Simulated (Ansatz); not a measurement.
# Cu wire along [111], 31 atoms a period: bands by functional and under strain, part 3 of 4

What gap, if any, does the Cu wire along [111], 31 atoms a period have, and how does it change with the functional and under strain?

Ansatz 0.2.0; DFT PBE, plane waves, PAW; relaxation of a wire's period (the session's first sound run).

So far. Step 5 (Levels at the same atoms, k-mesh 1×1×10): Bands cross the Fermi level, as under PBE at the relaxed period. Step 6 (Another level of theory, cutoff 500 eV, k-mesh 1×1×10): Bands cross the Fermi level, as under PBE at the relaxed period.

## (7) At a strained period, period over the relaxed period 0.94, k-mesh 1×1×11

This step: DFT PBE, plane waves, PAW; relaxation at a fixed period (Ansatz 0.2.0).

The period is set to 0.94 times the relaxed one and the atoms relax within it: strain changes bond lengths and angles, which shifts the bands against each other. Against the first PBE run of this kind, the mesh along the wire has 11 points against 14.

The cell differs from the one that the last finished run ended in (c 6.139 → 5.770 Å).

Contents of input.yaml:

```yaml
crystal:
  lattice:
    - [14.5, 0.0, 0.0]
    - [0.0, 14.21, 0.0]
    - [0.0, 0.0, 5.7704632506]
  atoms:
    - { symbol: Cu, position: [0.32215501, 0.499989672, 0.0] }
    - { symbol: Cu, position: [0.411056344, 0.657194024, 0.999908341] }
    - { symbol: Cu, position: [0.500013546, 0.499989672, 0.0] }
    - { symbol: Cu, position: [0.588970749, 0.657194024, 0.999908341] }
    - { symbol: Cu, position: [0.243159809, 0.449733751, 0.337283409] }
    - { symbol: Cu, position: [0.328915677, 0.298055369, 0.337325194] }
    - { symbol: Cu, position: [0.321721554, 0.605022923, 0.325975232] }
    - { symbol: Cu, position: [0.412803283, 0.448616929, 0.330186817] }
    - { symbol: Cu, position: [0.414176209, 0.752107861, 0.337139181] }
    - { symbol: Cu, position: [0.500013546, 0.602775009, 0.330066691] }
    - { symbol: Cu, position: [0.500013546, 0.289985343, 0.326179169] }
    - { symbol: Cu, position: [0.58722381, 0.448616929, 0.330186817] }
    - { symbol: Cu, position: [0.585850883, 0.752107861, 0.337139181] }
    - { symbol: Cu, position: [0.671111416, 0.298055369, 0.337325194] }
    - { symbol: Cu, position: [0.678305539, 0.605022923, 0.325975232] }
    - { symbol: Cu, position: [0.756867284, 0.449733751, 0.337283409] }
    - { symbol: Cu, position: [0.243159809, 0.550245593, 0.662716591] }
    - { symbol: Cu, position: [0.328915677, 0.701923975, 0.662674806] }
    - { symbol: Cu, position: [0.321721554, 0.394956421, 0.674024768] }
    - { symbol: Cu, position: [0.414176209, 0.247871482, 0.662860819] }
    - { symbol: Cu, position: [0.412803283, 0.551362415, 0.669813183] }
    - { symbol: Cu, position: [0.500013546, 0.397204334, 0.669933309] }
    - { symbol: Cu, position: [0.500013546, 0.709994001, 0.673820831] }
    - { symbol: Cu, position: [0.585850883, 0.247871482, 0.662860819] }
    - { symbol: Cu, position: [0.58722381, 0.551362415, 0.669813183] }
    - { symbol: Cu, position: [0.671111416, 0.701923975, 0.662674806] }
    - { symbol: Cu, position: [0.678305539, 0.394956421, 0.674024768] }
    - { symbol: Cu, position: [0.756867284, 0.550245593, 0.662716591] }
    - { symbol: Cu, position: [0.411056344, 0.342785319, 9.1659e-05] }
    - { symbol: Cu, position: [0.588970749, 0.342785319, 9.1659e-05] }
    - { symbol: Cu, position: [0.677872083, 0.499989672, 0.0] }
kpoints:
  mp_grid: { grid: [1, 1, 11] }
  band_path: { path: ["Γ", Z], npoints: 50 }
scf:
  occupations: { method: fermi_dirac, width: 0.05 }
hamiltonian:
  xc: pbe
relax:
  max_steps: 40
  f_tol: 0.02
output:
  stress: true
```

Run with:

```bash
> ansatz run input.yaml --threads 4 --pin off --max-ram 16384MiB --backend cpu --events-out ev --progress --plain --runs-dir out
```

Numbers of over 12 decimals in the logs are rounded to 6 here.

Output:

```text
Warning: output.stress: scf.convergence.dr2_threshold = 1e-7 eV (the SCF's general default) is looser than the 3.1e-9 eV advised for a printed stress (1e-10 eV for each atom of the cell: 31). What an SCF threshold leaves in a stress goes as its square root, and in the free energy as the threshold itself, and one threshold admits the most on a small cell: [figures from the program's tests cut] Every solve of this run  [...]
[...]
Crystal: 31 atoms, lattice volume = 1188.975 Å³
Basis set: ecut = 420 eV, 23293 PW (Γ), exchange–correlation on 200×192×80 points (8 copies of the dense FFT grid, shifted against one another)
Bands: 354, of which v1, the nominal top of the filled ones, is band 295 counted from 1 (294 counted from 0)
Symmetry: 4 space group operations
[...]
k-points: 6 of 11
[...]
SCF iter   1: F=—  HF=-205361.427497 eV  |F-HF|=—  |Δ(HF+E_count)|=         —  Δρ=2.81e-3  dr2=1.06e-1  ethr=1.77e-3  ⟨swp⟩=7.0  Hψ=8949  notcnv=0  defer=206
[...]
SCF iter   8: F=-205361.437053 eV  HF=-205361.437055 eV  |F-HF|=1.97e-6  |Δ(HF+E_count)|=   5.52e-7  Δρ=1.84e-5  dr2=3.18e-6  ethr=1.70e-9  ⟨swp⟩=3.0  Hψ=7700  notcnv=0
SCF 1 converged in 8 iterations: F = -205361.437053 eV  dr2 = 3.18e-6
[...]
relax step   1: F+E_penalty+E_count = -205361.43705261 eV  Δ(F+E_penalty+E_count) = +0.000e0 eV  max|allowed force component| = 4.691e-1 eV/Å  Δτ_max = 0.0000 Å  (8 SCF iters, dr2 threshold 1.00e-5 eV, accepted)
[...]
SCF iter   7: F=-205361.677026 eV  HF=-205361.677027 eV  |F-HF|=9.08e-7  |Δ(HF+E_count)|=   1.28e-5  Δρ=1.59e-5  dr2=2.33e-6  ethr=2.34e-9  ⟨swp⟩=5.0  Hψ=7507  notcnv=0
SCF 2 converged in 7 iterations: F = -205361.677026 eV  dr2 = 2.33e-6
[...]
relax step   2: F+E_penalty+E_count = -205361.67702606 eV  Δ(F+E_penalty+E_count) = -2.400e-1 eV  max|allowed force component| = 2.708e-1 eV/Å  Δτ_max = 0.0392 Å  (7 SCF iters, dr2 threshold 1.38e-5 eV, accepted)
SCF iter   1: F=—  HF=-205361.884908 eV  |F-HF|=—  |Δ(HF+E_count)|=         —  Δρ=5.14e-3  dr2=1.71e-1  ethr=3.04e-4  ⟨swp⟩=4.7  Hψ=4521  notcnv=0  defer=271
[...]
SCF iter   7: F=-205361.817489 eV  HF=-205361.817490 eV  |F-HF|=1.35e-6  |Δ(HF+E_count)|=   1.42e-5  Δρ=2.22e-5  dr2=4.10e-6  ethr=7.78e-10  ⟨swp⟩=3.2  Hψ=9386  notcnv=0
SCF 3 converged in 7 iterations: F = -205361.817489 eV  dr2 = 4.10e-6
relax step   3: F+E_penalty+E_count = -205361.81748911 eV  Δ(F+E_penalty+E_count) = -1.405e-1 eV  max|allowed force component| = 4.636e-2 eV/Å  Δτ_max = 0.0553 Å  (7 SCF iters, dr2 threshold 4.58e-6 eV, accepted)
SCF iter   1: F=—  HF=-205361.831131 eV  |F-HF|=—  |Δ(HF+E_count)|=         —  Δρ=1.60e-3  dr2=1.55e-2  ethr=2.52e-5  ⟨swp⟩=3.0  Hψ=3698  notcnv=0  defer=274
[...]
SCF iter   9: F=-205361.823299 eV  HF=-205361.823299 eV  |F-HF|=4.60e-8  |Δ(HF+E_count)|=   1.46e-8  Δρ=2.45e-6  dr2=4.92e-8  ethr=1.70e-11  ⟨swp⟩=3.0  Hψ=7556  notcnv=0
SCF 4 converged in 9 iterations: F = -205361.823299 eV  dr2 = 4.92e-8
relax step   4: F+E_penalty+E_count = -205361.82329919 eV  Δ(F+E_penalty+E_count) = -5.810e-3 eV  max|allowed force component| = 1.086e-2 eV/Å  Δτ_max = 0.0191 Å  (9 SCF iters, accepted)
[...]
the band table was solved once a step of the walk had ended and its energy, with any forces and stress, was formed, with the checks that follow a solve (8509 applications of the Hamiltonian). They found nothing against the state; the energy, forces and stress were not computed again (output.eigenvalues in the input reference)
[...]
SCF converged after 9 iterations
Free energy (F): -205361.823299 eV
[...]
Internal energy: -205361.755473 eV  (E = F + TS)
E sigma→0 (E₀):  -205361.789386 eV
Entropy (-TS):   -0.067826 eV (-2.188 meV/atom)
Fermi energy:    2.267285 eV
[...]
--- Forces (eV/Å), atoms counted from 1 ---
  atom   1  Cu    -0.00181300     0.00000000     0.00000000
  atom   2  Cu    -0.00087134     0.00148906     0.00003679
  atom   3  Cu     0.00000000     0.00000000     0.00000000
  atom   4  Cu     0.00087134     0.00148906     0.00003679
  atom   5  Cu    -0.00630048     0.00105453    -0.00168871
  atom   6  Cu    -0.00235683    -0.00604362    -0.00163658
  atom   7  Cu     0.00310850    -0.00212756    -0.00318781
  atom   8  Cu     0.00922849     0.00581725    -0.00696227
  atom   9  Cu    -0.00382161     0.00513927    -0.00175086
  atom  10  Cu     0.00000000    -0.01085827    -0.00726638
  atom  11  Cu    -0.00000000     0.00335988    -0.00309688
  atom  12  Cu    -0.00922849     0.00581725    -0.00696227
  atom  13  Cu     0.00382161     0.00513927    -0.00175086
  atom  14  Cu     0.00235683    -0.00604362    -0.00163658
  atom  15  Cu    -0.00310850    -0.00212756    -0.00318781
  atom  16  Cu     0.00630048     0.00105453    -0.00168871
  atom  17  Cu    -0.00630048    -0.00105453     0.00168871
  atom  18  Cu    -0.00235683     0.00604362     0.00163658
  atom  19  Cu     0.00310850     0.00212756     0.00318781
  atom  20  Cu    -0.00382161    -0.00513927     0.00175086
  atom  21  Cu     0.00922849    -0.00581725     0.00696227
  atom  22  Cu    -0.00000000     0.01085827     0.00726638
  atom  23  Cu     0.00000000    -0.00335988     0.00309688
  atom  24  Cu     0.00382161    -0.00513927     0.00175086
  atom  25  Cu    -0.00922849    -0.00581725     0.00696227
  atom  26  Cu     0.00235683     0.00604362     0.00163658
  atom  27  Cu    -0.00310850     0.00212756     0.00318781
  atom  28  Cu     0.00630048    -0.00105453     0.00168871
  atom  29  Cu    -0.00087134    -0.00148906    -0.00003679
  atom  30  Cu     0.00087134    -0.00148906    -0.00003679
  atom  31  Cu     0.00181300     0.00000000     0.00000000
  max |Σ_I F_I| component: 2.82e-18 eV/Å
--- Stress (GPa, compression-positive) ---
        0.043393      -0.000000      -0.000000
       -0.000000       0.040791       0.005056
       -0.000000       0.005056       3.017902
  P = ⅓ Tr σ = 1.0340 GPa (10.340 kbar)
--- Band table (eV; the first three rows and the last of 6) ---
  k-point 0: bands = [... 291 lower, 1.9822, 1.9827, 2.3494, 2.3497, 2.6212, 2.6462, 3.1032, 3.1531, ... 55 higher]
  k-point 1: bands = [... 291 lower, 1.8251, 1.8259, 2.5579, 2.5719, 2.6995, 2.7106, 2.8318, 2.8404, ... 55 higher]
  k-point 2: bands = [... 291 lower, 1.7831, 2.0863, 2.1506, 2.1521, 2.4649, 2.6791, 2.7016, 3.2862, ... 55 higher]
  k-point 5: bands = [... 291 lower, 1.3028, 1.6586, 2.1022, 2.2126, 2.3088, 2.3095, 2.6344, 2.6347, ... 55 higher]
--- Relaxed structure (4 steps of the walk, 4 accepted, 0 SCFs on fresh bases) ---
  F+E_penalty+E_count = -205361.82329919 eV   max|allowed force component| = 1.086e-2 eV/Å
  atoms:
    - { symbol: Cu, position: [0.321441, 0.499990, 0] }
    - { symbol: Cu, position: [0.410671, 0.657881, 0.999857] }
    - { symbol: Cu, position: [0.500014, 0.499990, 0] }
    - { symbol: Cu, position: [0.589356, 0.657881, 0.999857] }
    - { symbol: Cu, position: [0.237233, 0.447966, 0.331722] }
    - { symbol: Cu, position: [0.324419, 0.293619, 0.331760] }
    - { symbol: Cu, position: [0.316044, 0.608397, 0.323221] }
    - { symbol: Cu, position: [0.410057, 0.446968, 0.334369] }
    - { symbol: Cu, position: [0.412668, 0.758274, 0.331540] }
    - { symbol: Cu, position: [0.500014, 0.606042, 0.334153] }
    - { symbol: Cu, position: [0.500014, 0.283284, 0.323505] }
    - { symbol: Cu, position: [0.589970, 0.446968, 0.334369] }
    - { symbol: Cu, position: [0.587359, 0.758274, 0.331540] }
    - { symbol: Cu, position: [0.675608, 0.293619, 0.331760] }
    - { symbol: Cu, position: [0.683984, 0.608397, 0.323221] }
    - { symbol: Cu, position: [0.762794, 0.447966, 0.331722] }
    - { symbol: Cu, position: [0.237233, 0.552013, 0.668278] }
    - { symbol: Cu, position: [0.324419, 0.706360, 0.668240] }
    - { symbol: Cu, position: [0.316044, 0.391582, 0.676779] }
    - { symbol: Cu, position: [0.412668, 0.241705, 0.668460] }
    - { symbol: Cu, position: [0.410057, 0.553011, 0.665631] }
    - { symbol: Cu, position: [0.500014, 0.393937, 0.665847] }
    - { symbol: Cu, position: [0.500014, 0.716695, 0.676495] }
    - { symbol: Cu, position: [0.587359, 0.241705, 0.668460] }
    - { symbol: Cu, position: [0.589970, 0.553011, 0.665631] }
    - { symbol: Cu, position: [0.675608, 0.706360, 0.668240] }
    - { symbol: Cu, position: [0.683984, 0.391582, 0.676779] }
    - { symbol: Cu, position: [0.762794, 0.552013, 0.668278] }
    - { symbol: Cu, position: [0.410671, 0.342098, 0.000142794] }
    - { symbol: Cu, position: [0.589356, 0.342098, 0.000142794] }
    - { symbol: Cu, position: [0.678586, 0.499990, 0] }
```

The job ended after 11 min (4 threads of Arm Neoverse V1, shared host; peak memory 13 GiB).

The steps of the relaxation:

```
step  energy less that of the first step (eV)  largest force component (eV/Å)
   1                                   0.0000                          0.4691
   2                                  -0.2400                          0.2708
   3                                  -0.3804                          0.0464
   4                                  -0.3862                          0.0109
```

Forces are held to the 4 operations that the run works with; a distortion that breaks them can't arise in this run.

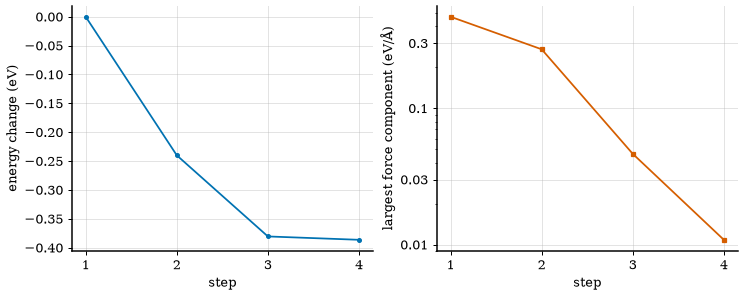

Energy and largest force along the relaxation.

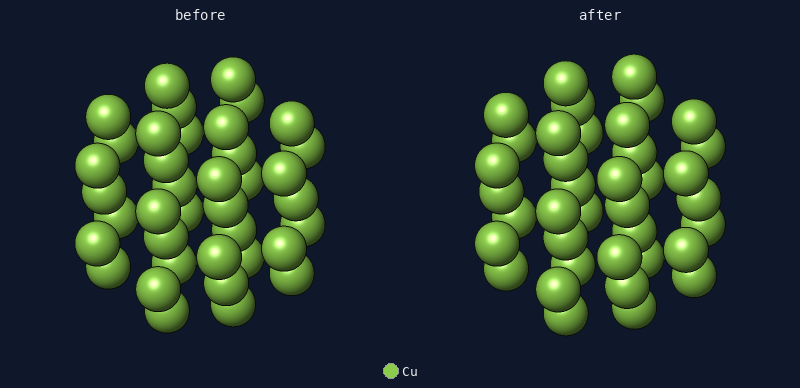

The structure before and after the relaxation, drawn at the same scale.

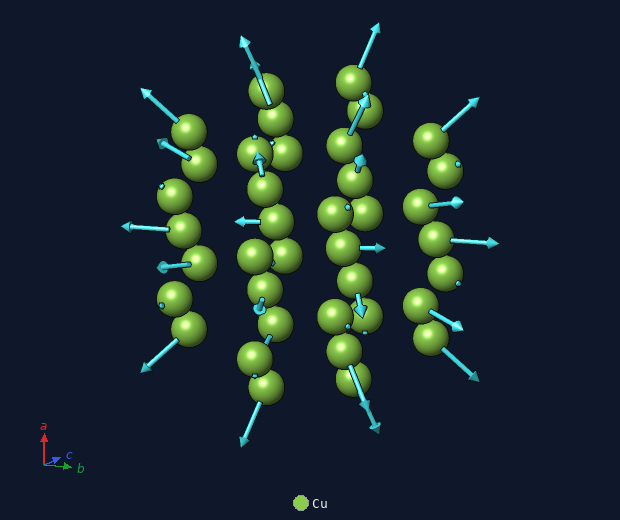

Displacements in the relaxation, exaggerated; the longest in the cell stands for 0.10 Å. Some periodic images of atoms are drawn too.

The atoms that moved most (Å):

```
atom      dx      dy      dz  length
Cu19  -0.082  -0.048   0.016   0.097
 Cu7  -0.082   0.048  -0.016   0.097
Cu27   0.082  -0.048   0.016   0.097
Cu15   0.082   0.048  -0.016   0.097
Cu11   0.000  -0.095  -0.015   0.096
Cu23   0.000   0.095   0.015   0.096
 Cu6  -0.065  -0.063  -0.032   0.096
Cu14   0.065  -0.063  -0.032   0.096
```

The relaxed structure:

```
Cu
1.0
    14.50000    0.00000    0.00000
     0.00000   14.21000    0.00000
     0.00000    0.00000    5.77046
Cu
31
Direct
  0.32144 0.49999 0.00000
  0.41067 0.65788 0.99986
  0.50001 0.49999 0.00000
  0.58936 0.65788 0.99986
  0.23723 0.44797 0.33172
  0.32442 0.29362 0.33176
  0.31604 0.60840 0.32322
  0.41006 0.44697 0.33437
  0.41267 0.75827 0.33154
  0.50001 0.60604 0.33415
  0.50001 0.28328 0.32350
  0.58997 0.44697 0.33437
  0.58736 0.75827 0.33154
  0.67561 0.29362 0.33176
  0.68398 0.60840 0.32322
  0.76279 0.44797 0.33172
  0.23723 0.55201 0.66828
  0.32442 0.70636 0.66824
  0.31604 0.39158 0.67678
  0.41267 0.24171 0.66846
  0.41006 0.55301 0.66563
  0.50001 0.39394 0.66585
  0.50001 0.71669 0.67650
  0.58736 0.24171 0.66846
  0.58997 0.55301 0.66563
  0.67561 0.70636 0.66824
  0.68398 0.39158 0.67678
  0.76279 0.55201 0.66828
  0.41067 0.34210 0.00014
  0.58936 0.34210 0.00014
  0.67859 0.49999 0.00000
```

Numbers from this step:

```
energy at zero smearing : -205361.7894 eV
```

The electronic bands at the labelled points (eV, zero at the Fermi level; # counts the bands kept):

```
point    #65    #66    #67    #68   #69   #70   #71   #72
    Γ  -0.29  -0.28   0.08   0.08  0.35  0.38  0.84  0.89
    Z  -0.95  -0.57  -0.25  -0.10  0.15  0.16  0.23  0.23
```

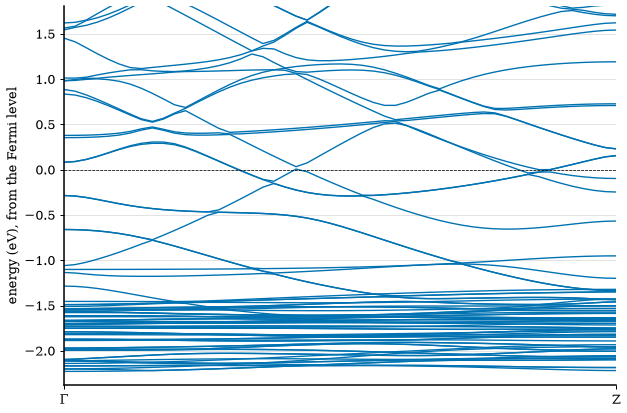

Electronic bands along the path.

Bands cross the Fermi level, as under PBE at the relaxed period.

## (8) Strain along the wire, period over the relaxed period 1.03, k-mesh 1×1×10

The period is set to 1.03 times the relaxed one and the atoms relax within it: strain changes bond lengths and angles, which shifts the bands against each other. Against the first PBE run of this kind, the mesh along the wire has 10 points against 14.

The cell differs from the one that the last finished run ended in (c 5.770 → 6.323 Å).

Edit input.yaml of step 7 so:

```diff
@@ -4,3 +4,3 @@
     - [0.0, 14.21, 0.0]
-    - [0.0, 0.0, 5.7704632506]
+    - [0.0, 0.0, 6.3229544129]
   atoms:
@@ -38,3 +38,3 @@
 kpoints:
-  mp_grid: { grid: [1, 1, 11] }
+  mp_grid: { grid: [1, 1, 10] }
   band_path: { path: ["Γ", Z], npoints: 50 }
```

Output:

```text
[...]
Crystal: 31 atoms, lattice volume = 1302.813 Å³
Basis set: ecut = 420 eV, 25455 PW (Γ), exchange–correlation on 200×192×90 points (8 copies of the dense FFT grid, shifted against one another)
Bands: 354, of which v1, the nominal top of the filled ones, is band 295 counted from 1 (294 counted from 0)
Symmetry: 4 space group operations
[...]
- { symbol: Cu, position: [0.330858, 0.299906, 0.339735] }
    - { symbol: Cu, position: [0.323447, 0.604001, 0.326779] }
    - { symbol: Cu, position: [0.413816, 0.449218, 0.328774] }
[...]
- { symbol: Cu, position: [0.754341, 0.549452, 0.660328] }
    - { symbol: Cu, position: [0.411482, 0.343530, 0.000101024] }
    - { symbol: Cu, position: [0.588546, 0.343530, 0.000101024] }
    - { symbol: Cu, position: [0.677039, 0.499990, 0] }
[key lines of the parts left out:]
SCF converged after 4 iterations
Free energy (F): -205362.352483 eV
Fermi energy:    1.690744 eV
P = ⅓ Tr σ = -0.3405 GPa (-3.405 kbar)
```

Wall time 12 min (4 threads); peak memory 11 GiB.

Step by step:

```
step  energy less that of the first step (eV)  largest force component (eV/Å)
   1                                   0.0000                          0.1731
   2                                  -0.0427                          0.0965
   3                                  -0.0625                          0.0174
   4                                  -0.0625                          0.0174
```

The run keeps the 4 symmetry operations that it works with, so distortions that break them were not tested.

The atoms that moved most (Å):

```
atom      dx      dy      dz  length
Cu26  -0.028  -0.026  -0.015   0.041
Cu18   0.028  -0.026  -0.015   0.041
Cu14  -0.028   0.026   0.015   0.041
 Cu6   0.028   0.026   0.015   0.041
Cu20   0.009   0.037  -0.015   0.041
Cu24  -0.009   0.037  -0.015   0.041
 Cu9   0.009  -0.037   0.015   0.041
Cu13  -0.009  -0.037   0.015   0.041
```

Final coordinates:

```xyz
31
Lattice="14.5000 0.0000 0.0000 0.0000 14.2100 0.0000 0.0000 0.0000 6.3230" Properties=species:S:1:pos:R:3
Cu    4.6833    7.1049    0.0000
Cu    5.9665    9.3281    6.3223
Cu    7.2502    7.1049    0.0000
Cu    8.5339    9.3281    6.3223
Cu    3.5625    6.4020    2.1477
Cu    4.7974    4.2617    2.1481
Cu    4.6900    8.5829    2.0662
Cu    6.0003    6.3834    2.0788
Cu    6.0142   10.6500    2.1467
Cu    7.2502    8.5485    2.0780
Cu    7.2502    4.1496    2.0677
Cu    8.5001    6.3834    2.0788
Cu    8.4862   10.6500    2.1467
Cu    9.7030    4.2617    2.1481
Cu    9.8104    8.5829    2.0662
Cu   10.9379    6.4020    2.1477
Cu    3.5625    7.8077    4.1752
Cu    4.7974    9.9480    4.1748
Cu    4.6900    5.6268    4.2567
Cu    6.0142    3.5597    4.1763
Cu    6.0003    7.8263    4.2441
Cu    7.2502    5.6612    4.2449
Cu    7.2502   10.0602    4.2553
Cu    8.4862    3.5597    4.1763
Cu    8.5001    7.8263    4.2441
Cu    9.7030    9.9480    4.1748
Cu    9.8104    5.6268    4.2567
Cu   10.9379    7.8077    4.1752
Cu    5.9665    4.8816    0.0006
Cu    8.5339    4.8816    0.0006
Cu    9.8171    7.1049    0.0000
```

Numbers from this step:

```yaml
energy_at_zero_smearing: -205362.2925 eV
```

Bands cross the Fermi level, as under PBE at the relaxed period.

(Continued in part 4 of 4.)

[Logs are printed without paths, hosts, clocks, repeated set-up lines and the standing remarks that a program may print on its own settings, such as how far it seeks lower states.]

[Hosts, paths, dates, database ids (printed as entryN), source tags and the programs' standing remarks are cut or masked in the printed files.]
